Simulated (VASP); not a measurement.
# PIr2: structure and properties in VASP

Wanted: the relaxed cell of PIr2 and its properties. The steps: relaxing cell and atoms (r2SCAN + rVV10), density, ELF and potential (r2SCAN + rVV10), band structure (r2SCAN + rVV10), total and projected DOS (r2SCAN + rVV10), volume scan with r2SCAN + rVV10, fit for r2SCAN + rVV10, electric field gradients (r2SCAN + rVV10) and zone-centre phonons (r2SCAN + rVV10). The start is a cell from a database of measured crystal structures.

Method: r2SCAN with rVV10; plane waves and PAW (P, Ir), in VASP 6.6.1.

The database entry behind the starting cell differs from later determinations by our own check (0.1 to 0.3 % short, probably kX units), so it need not match the best structure at ambient conditions.

## Step 1: Set-up

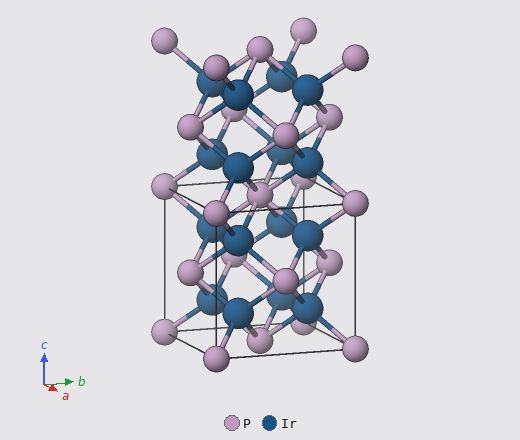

Start, viewed slightly off an axis; phosphorus pink, iridium blue. 1×1×2 cells are drawn. This picture shows the conventional cell, with its axes. Some periodic images of atoms are drawn too.

## Step 2: Relaxing cell and atoms (r2SCAN + rVV10)

The start need not lie at this functional's minimum. ISIF = 3 frees volume, shape and positions, and EDIFFG sets the threshold on forces and stress at which the search stops. r2SCAN adds the kinetic-energy density, costs more than a GGA and is run with LASPH. LUSE_VDW switches on a nonlocal correlation term for dispersion.

INCAR reads:

```
SYSTEM = PIr2
PREC = Accurate
ENCUT = 400
EDIFF = 1E-06
NELM = 100
ISMEAR = 0
SIGMA = 0.05
LREAL = .FALSE.
ALGO = Normal
METAGGA = R2SCAN
LUSE_VDW = .TRUE.
IVDW_NL = 2
BPARAM = 11.95
CPARAM = 0.0093
LASPH = .TRUE.
NBANDS = 17
LORBIT = 11
LWAVE = .FALSE.
LCHARG = .FALSE.
KPAR = 2
IBRION = 2
NSW = 60
ISIF = 3
EDIFFG = -0.01
```

POSCAR reads:

```
PIr2
1.0
    0.0000000000      2.7675000000      2.7675000000
    2.7675000000      0.0000000000      2.7675000000
    2.7675000000      2.7675000000      0.0000000000
P Ir
1 2
Direct
    0.0000000000      0.0000000000      0.0000000000
    0.2500000000      0.2500000000      0.2500000000
    0.7500000000      0.7500000000      0.7500000000
```

KPOINTS reads:

```
Automatic mesh
0
Gamma
7 7 7
0 0 0
```

Potentials, in the order of the species: P and Ir (PBE family, release 64).

The run is started by

```bash
$ mpirun -np 2 vasp_std
```

What it wrote:

```text
[banner, memory and clock lines left out]
running    2 mpi-ranks, on    1 nodes
 distrk:  each k-point on    1 cores,    2 groups
 distr:  one band on    1 cores,    1 groups

 POSCAR found type information on POSCAR P Ir
 POSCAR found :  2 types and       3 ions
|                                                                             |
|               ----> ADVICE to this user running VASP <----                  |
|                                                                             |
|     You have switched on vdW-DFT.                                           |
|     This routine was written and supplied by Jiri Klimes. We recommend      |
|     that you carefully read and cite the following publications:            |
|       J. Klimes, D.R. Bowler, A. Michelides                                 |
|          J. Phys.: Cond Matt. 22 022201 (2010)                              |
|       J. Klimes, D.R. Bowler, A. Michelides                                 |
|          Phys. Rev. B. 83, 195131 (2011)                                    |
|     and references therein.                                                 |
|                                                                             |

|                                                                             |
|               ----> ADVICE to this user running VASP <----                  |
|                                                                             |
|     You enforced a specific xc type in the INCAR file but a different       |
|     [... a line on the potential file left out ...]
|     I HOPE YOU KNOW WHAT YOU ARE DOING!                                     |
|                                                                             |

 LDA part: xc-table for (None), standard interpolation
 POSCAR, INCAR and KPOINTS ok, starting setup
 FFT: planning ... GRIDC
 FFT: planning ... GRID_SOFT
 FFT: planning ... GRID
 WAVECAR not read
 entering main loop
       N       E                     dE             d eps       ncg     rms          rms(c)
Total rVV10 correction in eV:      0.3710798    30.3482851
Total rVV10 correction in eV:      0.3710798    30.3482851
DAV:   1     0.707374378203E+02    0.70737E+02   -0.91665E+03   680   0.105E+03
DAV:   2    -0.111899245931E+03   -0.18264E+03   -0.17433E+03   682   0.329E+02
DAV:   3    -0.120229137663E+03   -0.83299E+01   -0.82146E+01   894   0.725E+01
DAV:   4    -0.120352200935E+03   -0.12306E+00   -0.12289E+00   839   0.916E+00
DAV:   5    -0.120354946536E+03   -0.27456E-02   -0.27452E-02   932   0.127E+00    0.258E+01
Total rVV10 correction in eV:      0.3486078    30.3482852
Total rVV10 correction in eV:      0.3486078    30.3482852
DAV:   6    -0.114842511992E+03    0.55124E+01   -0.48906E+00   888   0.253E+01    0.981E+00
Total rVV10 correction in eV:      0.3484110    30.3482852
Total rVV10 correction in eV:      0.3484110    30.3482852
DAV:   7    -0.114798657796E+03    0.43854E-01   -0.21083E-01   842   0.494E+00    0.571E+00
Total rVV10 correction in eV:      0.3455153    30.3482852
Total rVV10 correction in eV:      0.3455153    30.3482852
DAV:   8    -0.114782291484E+03    0.16366E-01   -0.23166E-02   772   0.133E+00    0.518E-01
Total rVV10 correction in eV:      0.3452389    30.3482852
Total rVV10 correction in eV:      0.3452389    30.3482852
DAV:   9    -0.114781632267E+03    0.65922E-03   -0.29772E-03  1009   0.623E-01    0.306E-01
Total rVV10 correction in eV:      0.3451103    30.3482852
Total rVV10 correction in eV:      0.3451103    30.3482852
DAV:  10    -0.114781777628E+03   -0.14536E-03   -0.33027E-04   771   0.181E-01    0.105E-01
Total rVV10 correction in eV:      0.3451483    30.3482852
Total rVV10 correction in eV:      0.3451483    30.3482852
DAV:  11    -0.114781767804E+03    0.98239E-05   -0.10793E-05   972   0.290E-02    0.953E-03
Total rVV10 correction in eV:      0.3451703    30.3482852
Total rVV10 correction in eV:      0.3451703    30.3482852
DAV:  12    -0.114781764359E+03    0.34453E-05   -0.81812E-07   549   0.884E-03    0.623E-03
Total rVV10 correction in eV:      0.3451652    30.3482852
Total rVV10 correction in eV:      0.3451652    30.3482852
DAV:  13    -0.114781764725E+03   -0.36568E-06   -0.20819E-07   464   0.669E-03
Total rVV10 correction in eV:      0.3451634    30.3482852
Total rVV10 correction in eV:      0.3451634    30.3482852
Total rVV10 correction in eV:      0.3451650    30.3482852
Total rVV10 correction in eV:      0.3451650    30.3482852
   1 F= -.11478176E+03 E0= -.11478053E+03  d E =-.114782E+03
 curvature:   0.00 expect dE= 0.000E+00 dE for cont linesearch  0.000E+00
 trial: gam= 0.00000 g(F)=  0.750E-46 g(S)=  0.175E-01 ort = 0.000E+00 (trialstep = 0.100E+01)
 search vector abs. value=  0.175E-01
 bond charge predicted
       N       E                     dE             d eps       ncg     rms          rms(c)
Total rVV10 correction in eV:      0.3463398    30.3482852
Total rVV10 correction in eV:      0.3463398    30.3482852
DAV:   1    -0.114864617542E+03   -0.82853E-01   -0.31453E+00   694   0.223E+01    0.278E+00
Total rVV10 correction in eV:      0.3535995    30.3482855
Total rVV10 correction in eV:      0.3535995    30.3482855
DAV:   2    -0.114769624008E+03    0.94994E-01   -0.30155E-01   766   0.649E+00    0.872E-01
Total rVV10 correction in eV:      0.3549461    30.3482855
Total rVV10 correction in eV:      0.3549461    30.3482855
DAV:   3    -0.114766172767E+03    0.34512E-02   -0.10831E-02   723   0.803E-01    0.535E-01
Total rVV10 correction in eV:      0.3558740    30.3482855
Total rVV10 correction in eV:      0.3558740    30.3482855
DAV:   4    -0.114765017927E+03    0.11548E-02   -0.48830E-03   720   0.399E-01    0.172E-01
Total rVV10 correction in eV:      0.3556713    30.3482855
Total rVV10 correction in eV:      0.3556713    30.3482855
DAV:   5    -0.114764977666E+03    0.40260E-04   -0.61557E-04   877   0.227E-01    0.103E-01
Total rVV10 correction in eV:      0.3556488    30.3482855
Total rVV10 correction in eV:      0.3556488    30.3482855
DAV:   6    -0.114764978807E+03   -0.11403E-05   -0.13246E-04   909   0.117E-01    0.400E-02
Total rVV10 correction in eV:      0.3556310    30.3482855
Total rVV10 correction in eV:      0.3556310    30.3482855
DAV:   7    -0.114764977018E+03    0.17886E-05   -0.15023E-05   939   0.403E-02    0.977E-03
Total rVV10 correction in eV:      0.3556283    30.3482855
Total rVV10 correction in eV:      0.3556283    30.3482855
DAV:   8    -0.114764977970E+03   -0.95139E-06   -0.15985E-06   549   0.882E-03
Total rVV10 correction in eV:      0.3556293    30.3482855
Total rVV10 correction in eV:      0.3556293    30.3482855
Total rVV10 correction in eV:      0.3556314    30.3482855
Total rVV10 correction in eV:      0.3556314    30.3482855
   2 F= -.11476498E+03 E0= -.11476351E+03  d E =0.167868E-01
 trial-energy change:    0.016787  1 .order    0.016258   -0.017488    0.050004
 step:   0.2503(harm=  0.2591)  dis= 0.00000  next Energy=  -114.783945 (dE=-0.218E-02)
 bond charge predicted
       N       E                     dE             d eps       ncg     rms          rms(c)
Total rVV10 correction in eV:      0.3547556    30.3482855
Total rVV10 correction in eV:      0.3547556    30.3482855
DAV:   1    -0.114838437832E+03   -0.73461E-01   -0.17689E+00   695   0.168E+01    0.232E+00
Total rVV10 correction in eV:      0.3493434    30.3482853
Total rVV10 correction in eV:      0.3493434    30.3482853
DAV:   2    -0.114786686479E+03    0.51751E-01   -0.15553E-01   782   0.466E+00    0.561E-01
Total rVV10 correction in eV:      0.3482150    30.3482853
Total rVV10 correction in eV:      0.3482150    30.3482853
DAV:   3    -0.114784498368E+03    0.21881E-02   -0.63427E-03   777   0.646E-01    0.311E-01
Total rVV10 correction in eV:      0.3476401    30.3482853
Total rVV10 correction in eV:      0.3476401    30.3482853
DAV:   4    -0.114783886030E+03    0.61234E-03   -0.22148E-03   712   0.266E-01    0.119E-01
Total rVV10 correction in eV:      0.3477397    30.3482853
Total rVV10 correction in eV:      0.3477397    30.3482853
DAV:   5    -0.114783889969E+03   -0.39390E-05   -0.26128E-04   833   0.162E-01    0.706E-02
Total rVV10 correction in eV:      0.3477710    30.3482853
Total rVV10 correction in eV:      0.3477710    30.3482853
DAV:   6    -0.114783895370E+03   -0.54005E-05   -0.45096E-05   885   0.663E-02    0.285E-02
Total rVV10 correction in eV:      0.3477753    30.3482853
Total rVV10 correction in eV:      0.3477753    30.3482853
DAV:   7    -0.114783899203E+03   -0.38332E-05   -0.64171E-06   774   0.166E-02    0.107E-02
Total rVV10 correction in eV:      0.3477796    30.3482853
Total rVV10 correction in eV:      0.3477796    30.3482853
DAV:   8    -0.114783898710E+03    0.49355E-06   -0.40399E-07   396   0.614E-03
Total rVV10 correction in eV:      0.3477802    30.3482853
Total rVV10 correction in eV:      0.3477802    30.3482853
Total rVV10 correction in eV:      0.3477778    30.3482853
Total rVV10 correction in eV:      0.3477778    30.3482853
   3 F= -.11478390E+03 E0= -.11478260E+03  d E =-.213399E-02
 curvature:  -0.13 expect dE=-0.873E-07 dE for cont linesearch -0.873E-07
 trial: gam=-0.00617 g(F)=  0.208E-46 g(S)=  0.674E-06 ort = 0.109E-03 (trialstep = 0.850E+00)
 search vector abs. value=  0.126E-09
 reached required accuracy - stopping structural energy minimisation
```

Run time: 2.7 min. Hardware: 2 MPI ranks of AMD EPYC 7R43, shared host; peak memory 0.47 GiB.

The logs omit lines about the potential files and the build; timing stands in the text.

From OUTCAR (step 2):

```text
ion  position               nearest neighbor table
   1  0.000  0.000  0.000-   3 2.40   3 2.40   3 2.40   2 2.40   3 2.40   2 2.40   2 2.40   2 2.40

  LATTYP: Found a face centered cubic cell.
 ALAT       =     5.5350000000

 Subroutine GETGRP returns: Found 48 space group operations
 (whereof 48 operations were pure point group operations)

The static configuration has the point symmetry O_h .

 Found     20 irreducible k-points:

   k-points           NKPTS =     20   k-points in BZ     NKDIM =     20   number of bands    NBANDS=     17

   dimension x,y,z NGX =    28 NGY =   28 NGZ =   28
   dimension x,y,z NGXF=    56 NGYF=   56 NGZF=   56

   ENCUT  =  400.0 eV  29.40 Ry    5.42 a.u.   6.38  6.38  6.38*2*pi/ulx,y,z

   NELECT =      23.0000    total number of electrons

 k-points in reciprocal lattice and weights: Automatic mesh
   0.00000000  0.00000000  0.00000000       0.003
   0.14285714  0.00000000  0.00000000       0.023
   0.28571429  0.00000000  0.00000000       0.023
   0.42857143  0.00000000  0.00000000       0.023
   0.14285714  0.14285714  0.00000000       0.017
   0.28571429  0.14285714  0.00000000       0.070
   0.42857143  0.14285714  0.00000000       0.070
  -0.42857143  0.14285714  0.00000000       0.070
  -0.28571429  0.14285714  0.00000000       0.070
[...]
-0.42857143  0.42857143  0.14285714       0.070
  -0.28571429  0.42857143  0.14285714       0.070

 average (electrostatic) potential at core
       1 -83.2384       2 -53.6745       3 -53.6745

 E-fermi :   9.5026

 k-point     1 :       0.0000    0.0000    0.0000
  band No.  band energies     occupation
    ...
      5       3.5901      2.00000
      6       3.5901      2.00000
      7       9.0446      2.00000
      8       9.0446      2.00000
      9       9.0446      2.00000
     10      10.5002      0.00000
     11      11.4096      0.00000
     12      11.4096      0.00000
     13      14.3281      0.00000
     14      14.3281      0.00000
    ...

 k-point     2 :       0.1429    0.0000    0.0000
  band No.  band energies     occupation
    ...
      5       3.8268      2.00000
      6       3.8268      2.00000
      7       8.5163      2.00000
      8       8.6928      2.00000
      9       8.6928      2.00000
     10      10.4465      0.00000
     11      10.4465      0.00000
     12      11.1152      0.00000
     13      12.4438      0.00000
     14      14.1684      0.00000
    ...

 k-point     3 :       0.2857    0.0000    0.0000
  band No.  band energies     occupation
    ...
      8       7.7751      2.00000
      9       7.7751      2.00000
     10       8.8621      2.00000
     11       8.8621      2.00000
     12       9.4653      1.70819
     13      12.6016      0.00000
     14      14.1891      0.00000
     15      14.1891      0.00000
     16      16.3234      0.00000
     17      17.5859      0.00000

  Total        0.0037367      0.0037367      0.0037367     -0.0000000      0.0000000      0.0000000
  in kB        0.1402011      0.1402011      0.1402011     -0.0000000      0.0000000      0.0000000
  external PRESSURE =       0.1402011 kB  Pullay stress =       0.0000000 kB

  energy-cutoff  :      400.00
  volume of cell :       42.70
      direct lattice vectors                 reciprocal lattice vectors
    -0.000000000  2.774206532  2.774206532    -0.180231715  0.180231715  0.180231715
     2.774206532 -0.000000000  2.774206532     0.180231715 -0.180231715  0.180231715
     2.774206532  2.774206532 -0.000000000     0.180231715  0.180231715 -0.180231715

 POSITION                                       TOTAL-FORCE (eV/Angst)
 -----------------------------------------------------------------------------------
      0.00000      0.00000      0.00000        -0.000000     -0.000000      0.000000
      1.38710      1.38710      1.38710         0.000000      0.000000     -0.000000
      4.16131      4.16131      4.16131        -0.000000     -0.000000      0.000000
 -----------------------------------------------------------------------------------
    total drift:                                0.000000      0.000000     -0.000000

  FREE ENERGIE OF THE ION-ELECTRON SYSTEM (eV)
  ---------------------------------------------------
  free  energy   TOTEN  =      -114.7838987096 eV

  energy  without entropy=     -114.7812963961  energy(sigma->0) =     -114.78259755

 reached required accuracy - stopping structural energy minimisation

 total charge
# of ion       s       p       d       tot
------------------------------------------
    1        0.941   1.396   0.000   2.337
    2        0.633   0.708   7.250   8.591
    3        0.633   0.708   7.250   8.591
--------------------------------------------------
tot          2.207   2.813  14.500  19.520

[... 3 further parts left out ...]
```

CONTCAR:

```
PIr2
   1.00000000000000
    -0.0000000000000000    2.7742065315799214    2.7742065315799214
     2.7742065315799214   -0.0000000000000000    2.7742065315799214
     2.7742065315799214    2.7742065315799214   -0.0000000000000000
  P               Ir
     1     2
Direct
     0.0000000000000000    0.0000000000000000    0.0000000000000000
     0.2500000000000000    0.2500000000000000    0.2500000000000000
     0.7500000000000000    0.7500000000000000    0.7500000000000000
```

This run has no spin polarisation. Its electron count is odd, so without a moment it is a metal by construction. The k-mesh is coarse for a metal. The PAW data sets were made with PBE, which is usual practice but a small mismatch for other functionals. The run keeps the 48 symmetry operations of its start, so it cannot find a distortion of lower symmetry.

Step by step:

```
step  energy less that of the first step (eV)  largest force (eV/Å)  pressure (GPa)  volume (Å³)
   1                                   0.0000                0.0000            2.28        42.39
   2                                   0.0168                0.0000           -6.32        43.64
   3                                  -0.0021                0.0000            0.01        42.70
```

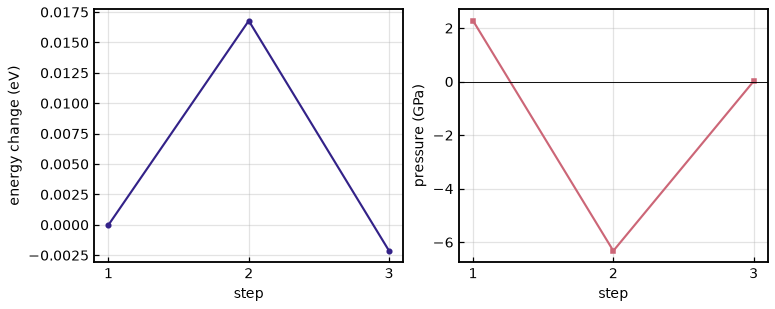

Energy and pressure along the relaxation.

```csv
"conventional cell, symmetrised",before,after,change
a (Å),5.535,5.548,+0.2 %
b (Å),5.535,5.548,+0.2 %
c (Å),5.535,5.548,+0.2 %
volume (Å³/atom),14.13,14.23,+0.7 %
```

The relaxed structure:

```cif
data_structure
_symmetry_space_group_name_H-M 'P 1'
_symmetry_Int_Tables_number 1
_cell_length_a 3.9233
_cell_length_b 3.9233
_cell_length_c 3.9233
_cell_angle_alpha 60.000
_cell_angle_beta 60.000
_cell_angle_gamma 60.000
_cell_volume 42.70
loop_
_atom_site_label
_atom_site_type_symbol
_atom_site_fract_x
_atom_site_fract_y
_atom_site_fract_z
_atom_site_occupancy
P1 P 0.00000 0.00000 0.00000 1
Ir2 Ir 0.25000 0.25000 0.25000 1
Ir3 Ir 0.75000 0.75000 0.75000 1
```

Numbers from this step:

- electrons: 23
- bands: 17
- irreducible k-points: 20
- symmetry operations: 48
- free energy (TOTEN): -114.7839 eV
- energy at zero smearing: -114.7826 eV
- Fermi energy: 9.503 eV
- pressure: 0.01402 GPa
- metallic: yes
- SCF cycles over all ionic steps: 29

It ends with forces that vanish by symmetry and a pressure of 0.01 GPa. The volume lies +0.7 % from that of the database's start.

[end of part 1 of 6]

[Lines on the potential files, build, host, timing and source positions are cut from VASP's logs without a mark.]

[Logs are printed without paths, hosts, clocks, repeated set-up lines and the standing remarks that a program may print on its own settings, such as how far it seeks lower states.]

[Hosts, paths, dates, database ids (printed as entryN), source tags and the programs' standing remarks are cut or masked in the printed files.]

[A measured line is paired with the nearest computed mode of its activity, which favours agreement.]
